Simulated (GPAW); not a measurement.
# Surface energy and work function of V(100) from slabs of 4 to 14 layers (PBE)

How do energy and work function of V(100) films settle with thickness, and what surface energy follows?

**Method.** GPAW 26.7.0, plane waves at 450 eV with PAW setups; symmetric 1×1 slabs cut at the tabulated lattice constant (two decimals; low-temperature values for the alkali metals), atoms at bulk places, 7.5 Å of vacuum on each side, one in-plane mesh for all thicknesses, Fermi-Dirac smearing of 0.1 eV. Energies are extrapolated to zero smearing and count from the program's reference atoms. Functional PBE. The cell's area is 9.120 Å².

Results, with one row withheld:

| layers | energy (eV) | work function (eV) |
| --- | --- | --- |
| 4 | −30.9080 | 3.85 |
| 5 | −39.5110 | 3.84 |
| 6 | −48.0396 | 3.85 |
| 7 | −56.5228 | 3.85 |
| 8 | −65.0373 | 3.85 |
| 9 | −73.5481 | 3.85 |
| 10 | −82.0446 | 3.85 |
| 11 | −90.5476 | 3.85 |
| 12 | −99.0592 | 3.85 |
| 14 | ? | ? |

To predict: What surface energy do these runs give, and what energy and work function should the 14-layer slab have?

A: A slab of n layers has E(n) = nε + 2Aγ once its middle is bulk-like. A line through n = 6 to 12 has the slope ε = −8.5041 eV a layer and the intercept 2Aγ = 2.9944 eV (r.m.s. residual 6.4 meV). So γ = 2.9944 / (2 × 9.120 Å²) = 0.1642 eV/Å² = 2.63 J/m², with a standard error of about 0.01 J/m² from the scatter about the line. For 14 layers: 2.9944 + 14 × (−8.5041) = −116.063 eV; the run gives −116.063 eV, 0.7 meV over the line. The work function has no such law: from 6 to 12 layers it stays at 3.85 eV, and the 14-layer slab gives 3.85 eV. The thinnest slab, 4 layers, lies 0.00 eV from that mean.

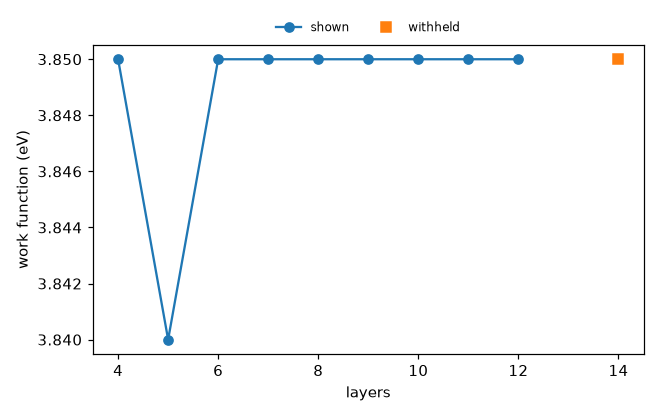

Work function against thickness.

Caveats: The surfaces are unrelaxed, so γ is an upper bound for this functional and lattice constant. The tabulated lattice constant isn't the functional's own, which strains the slab a little. The runs had no spin polarisation.
